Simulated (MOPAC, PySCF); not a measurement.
Breaking a bond: SMILES C[SiH3]. The C1–Si5 bond (C1 also carries H, H, H; Si5 carries H, H, H) is pulled apart rigidly from the PBE0/def2-TZVP optimised geometry.

```
8

C      0.0000     0.0000     0.0000
H     -0.8841    -0.5105    -0.3880
H      0.8842    -0.5105    -0.3880
H      0.0000     1.0209    -0.3880
Si     0.0000     0.0000     1.8712
H     -0.0023    -1.3919     2.3978
H      1.2065     0.6939     2.3978
H     -1.2043     0.6979     2.3978
```

Levels of theory: UKS-BHandHLYP = unrestricted BHandHLYP/def2-TZVP run with PySCF; PM6, restricted, heats of formation (MOPAC); NEVPT2 = SC-NEVPT2 on CASSCF(2,2)/def2-TZVP, all electrons correlated in PySCF; UHF/LANL2DZ = unrestricted Hartree-Fock/LANL2DZ, with its core potentials past Ne run with PySCF; UKS-PBE = PySCF with unrestricted PBE/def2-TZVP.

Energies are in kJ/mol, each relative to the lowest point of its own curve near equilibrium.

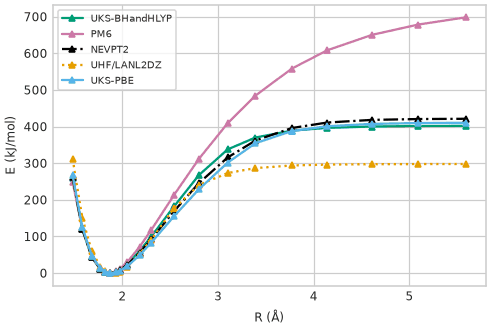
Fig. 1. Energy against bond length for each method.

| R / Å | UKS-BHandHLYP | PM6 | NEVPT2 | UHF/LANL2DZ | UKS-PBE |
|---|---|---|---|---|---|
| 1.48 | 260.1 | 248.0 | 261.0 | 311.5 | 266.5 |
| 1.58 | 119.7 | 122.5 | 121.3 | 151.4 | 125.9 |
| 1.68 | 42.8 | 45.4 | 44.4 | 59.7 | 47.6 |
| 1.77 | 9.9 | 10.3 | 10.9 | 17.2 | 12.7 |
| 1.82 | 2.1 | 2.0 | 2.6 | 5.4 | 3.6 |
| 1.87 | 0.0 | 0.0 | 0.0 | 0.0 | 0.0 |
| 1.93 | 3.5 | 4.5 | 2.7 | 0.5 | 1.6 |
| 1.97 | 8.7 | 10.8 | 7.4 | 4.1 | 5.4 |
| 2.05 | 24.5 | 29.6 | 21.8 | 17.7 | 18.2 |
| 2.18 | 60.1 | 71.5 | 55.2 | 51.8 | 48.7 |
| 2.30 | 99.1 | 117.0 | 91.8 | 91.0 | 82.7 |
| 2.54 | 181.9 | 213.2 | 169.0 | 176.9 | 155.0 |
| 2.80 | 267.4 | 311.8 | 245.6 | 240.5 | 228.9 |
| 3.10 | 337.5 | 409.0 | 315.5 | 272.9 | 301.3 |
| 3.39 | 369.9 | 484.3 | 361.7 | 286.4 | 354.3 |
| 3.77 | 388.8 | 558.0 | 395.8 | 293.5 | 387.5 |
| 4.14 | 396.3 | 608.0 | 410.9 | 296.1 | 400.7 |
| 4.61 | 400.0 | 650.3 | 418.1 | 297.1 | 407.1 |
| 5.09 | 401.3 | 678.3 | 420.4 | 297.5 | 409.4 |
| 5.59 | 401.8 | 698.1 | 421.1 | 297.7 | 410.2 |

At the longest distance, 5.59 Å, PM6 lies highest above its minimum (698.1 kJ/mol) and UHF/LANL2DZ lowest (297.7 kJ/mol).

The unrestricted determinant behind UKS-BHandHLYP is spin-contaminated at 3.10 to 5.59 Å (<S²> up to 1.0, against 0.00 for a pure singlet). The restricted form behind PM6 keeps the bonding electrons paired and can't separate into open-shell fragments. The unrestricted determinant behind UHF/LANL2DZ is spin-contaminated at 2.54 to 5.59 Å (<S²> up to 1.0, against 0.00 for a pure singlet). The unrestricted solution behind UKS-PBE changes between 3.39 and 3.77 Å, which can leave a kink. The unrestricted determinant behind UKS-PBE is spin-contaminated at 3.39 to 5.59 Å (<S²> up to 1.0, against 0.00 for a pure singlet).
